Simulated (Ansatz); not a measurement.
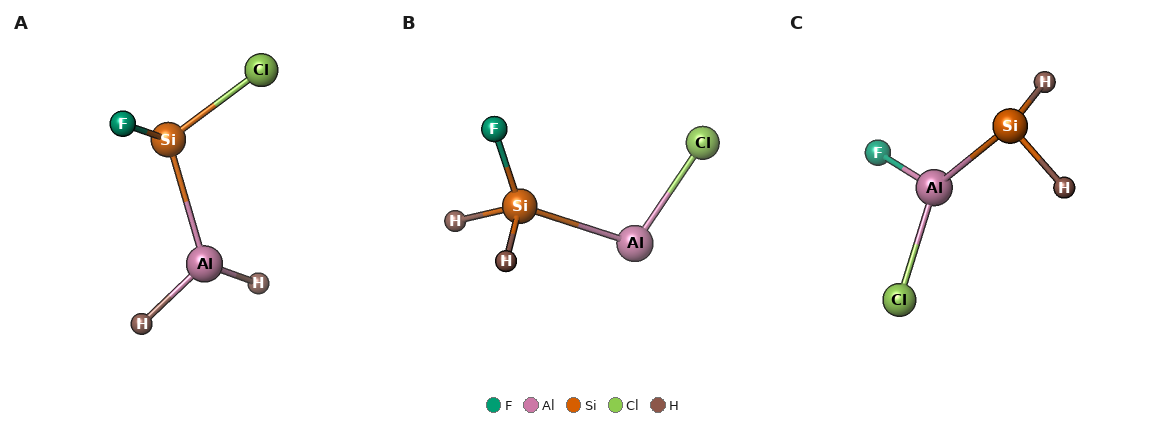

3 stationary structures of one formula. The species has charge −1 and is a spin singlet. Geometries: PBE-D4/def2-SVPD. Electronic energies: PBE-D4/def2-SVPD (Ansatz 0.2.0), without zero-point energy. No frequency run is at hand to confirm each as a minimum.

Rank them by energy, lowest first.

C is lowest (C1); B lies 1.000 eV above it, A lies 1.820 eV above it (C1).
